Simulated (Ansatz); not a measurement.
SnO2 (rutile)

```
SnO2
1.0
    4.76854     0.00000     0.00000
    0.00000     4.76854     0.00000
    0.00000     0.00000     3.21140
Sn O
2 4
Direct
  0.00000   0.00000   0.00000
  0.50000   0.50000   0.50000
  0.30630   0.30630   0.00000
  0.80630   0.19370   0.50000
  0.19370   0.80630   0.50000
  0.69370   0.69370   0.00000
```

Scan: atom 5 (O, nearest neighbour Sn at 2.066 Å; its periodic images, 3.2 Å or more away, move with it) is displaced along Cartesian x, direction (1.000, 0.000, 0.000) in Cartesian axes, by s. The other atoms stay.

All values below come from PBEsol (plane waves to 420 eV, PAW, scalar-relativistic; Ansatz, a quantum-chemistry and plane-wave program). k mesh 6×6×8 (Γ-centred), Fermi-Dirac smearing 0.05 eV. The energy includes the smearing's −TS. SnO2 was relaxed with its symmetry unable to fall. The PAW data are Ansatz's earlier set. The zero of ΔE is the undisplaced structure.

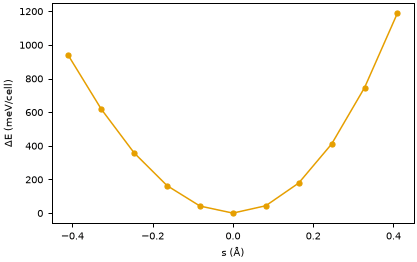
*ΔE (meV/cell) against s (Å); markers are the computed points, lines only join them.*

### Question
Is the energy the same for displacements of ±0.410 Å, and if not, which side lies higher?

### Answer
Not even: the positive side lies higher at ±0.410 Å.

### Question
What is the energy change at s = 0.410 Å?

### Answer
About 1200 meV/cell.

(For displaced atoms, the force is minus the slope of the energy, and its curvature is a force constant, which sets phonon frequencies.)
